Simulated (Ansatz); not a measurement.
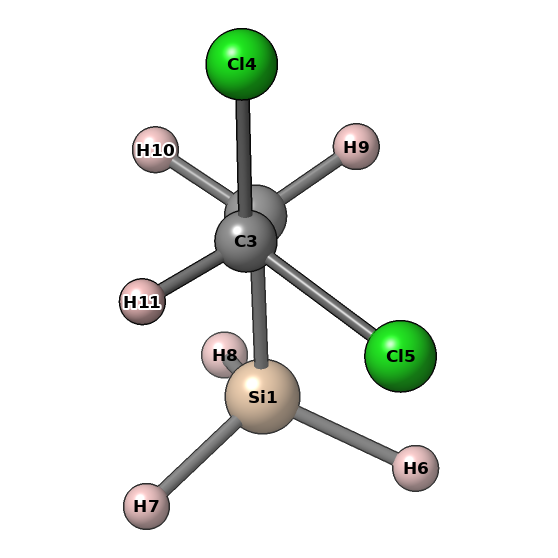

C2 lies behind C3. The molecule seen nearly along the C3–C2 bond, C3 in front. Depth is shown by fading: the farther an atom, the more it takes the colour of the background. The geometry was computed by an optimisation with PBE-D4/def2-SVP. No frequency run is at hand to confirm it as a minimum.

What is the torsion angle Cl4–C3–C2–Si1? The sign is positive where the front bond must turn clockwise to cover the back bond.

Answer. 179°, antiperiplanar (anti). The bonds about C3–C2 are staggered.
